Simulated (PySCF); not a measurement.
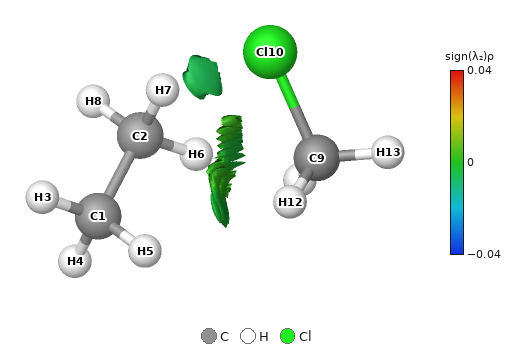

C$_{3}$H$_{9}$Cl, SMILES `CC.CCl`. Non-covalent interaction surfaces between the fragments (reduced density gradient s = 0.5, coloured by sign(λ₂)ρ in a.u.; trimmed to the region between the fragments where ρ is under 0.06 a.u.). Fragment A: H6C2 (atoms 1–8); fragment B: H3CCl.

Computed with PySCF, HF/6-311+G**, geometry: GFN2-xTB. GFN2-xTB bond lengths at metals and heavier atoms can be off by up to 0.1 Å and shapes distorted, which carries into these values.

Cartesian coordinates (Å):

```
C1      -2.5614    0.4597   -0.4888
C2      -2.1527   -0.6020    0.5217
H3      -2.5776    0.0426   -1.4930
H4      -3.5537    0.8440   -0.2619
H5      -1.8625    1.2938   -0.4785
H6      -2.1293   -0.1876    1.5278
H7      -1.1666   -0.9960    0.2873
H8      -2.8593   -1.4287    0.5118
C9       1.4540    1.1076    0.3193
Cl10     1.7358   -0.5672   -0.2038
H11      0.4863    1.1515    0.8087
H12      1.4698    1.7444   -0.5596
H13      2.2452    1.3864    1.0083
```

Which interactions hold the two fragments together?

Answer. Bond critical points between the fragments: H7···Cl10, weak C–H hydrogen bond, 2.98 Å, ρ = 0.006 a.u.; H5···H11, H···H contact, 2.68 Å, ρ = 0.003 a.u. All are weak and appear green, as weak hydrogen bonds do. Several contacts close a ring, whose ring point adds a part with positive λ₂ between them. The pose is a local one from a semi-empirical search, not shown to be the most stable.

How strongly are they bound?

Answer. The counterpoise-corrected interaction energy of the frozen fragments is +0.7 kcal/mol without dispersion correction and −1.4 kcal/mol with D3(BJ). The pair geometry is semi-empirical, not a minimum at this level.
